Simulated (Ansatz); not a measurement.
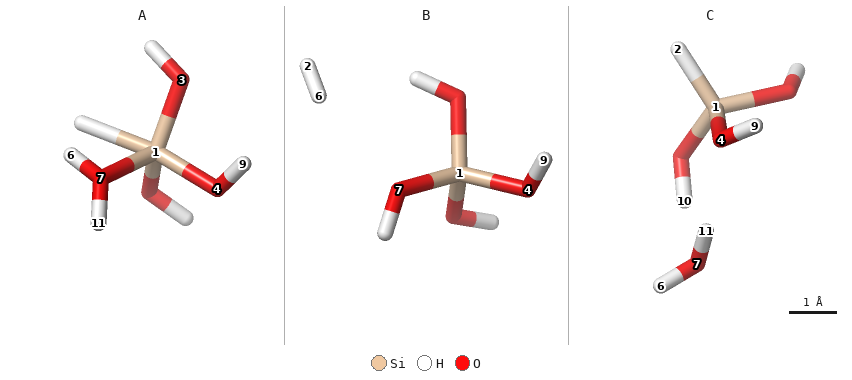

Three geometries of SiH6O4: a saddle point and the two minima that it joins, in shuffled order. The picture is a stick view, seen at a tilt. Sticks join atoms that are closer than about 1.2 times the sum of their covalent radii (a little more with hydrogen).

Stationary points at PBE0-D4/def2-TZVP, single-point energies with CCSD(T)/CBS, BHLYP-D4, r2SCAN-D4 (def2-TZVPP where no basis is named; Ansatz 0.2.0). The energies are electronic, without zero-point or thermal terms, and both ends are the minima reached downhill from the saddle, with any fragments still in contact. CCSD(T)/CBS stands for a frozen-core estimate: MP2 correlation extrapolated from def2-TZVPP and def2-QZVPP, CCSD(T) minus MP2 from the smaller set.

> Which frame is the transition state, what reaction does it lead through, and what barrier is to be expected?

Frame A is the saddle point. Counted by bonded pieces, C holds H₂O + SiH₄O₃ and B holds H₂ + SiH₄O₄. From C over the saddle to B, bonds form: O–Si (3.41 → 1.84 → 1.63 Å), H–H (5.13 → 1.15 → 0.75 Å). Bonds break: H–Si (1.48 → 1.73 → 3.97 Å), H–O (0.96 → 1.12 → 2.69 Å). The saddle has one imaginary mode, 1130i cm⁻¹. With CCSD(T)/CBS the barrier is 40.9 kcal/mol from C and 57.1 kcal/mol from B, and B lies 16.3 kcal/mol below C.

```csv
level,barrier from C (kcal/mol),barrier from B (kcal/mol),B less C (kcal/mol)
CCSD(T)/CBS,40.9,57.1,−16.3
BHLYP-D4,44.5,61.0,−16.5
r2SCAN-D4,35.8,52.3,−16.5
```

Against CCSD(T)/CBS, BHLYP-D4 comes closest on the barrier from C (+3.7 kcal/mol) and r2SCAN-D4 misses most (−5.1 kcal/mol).
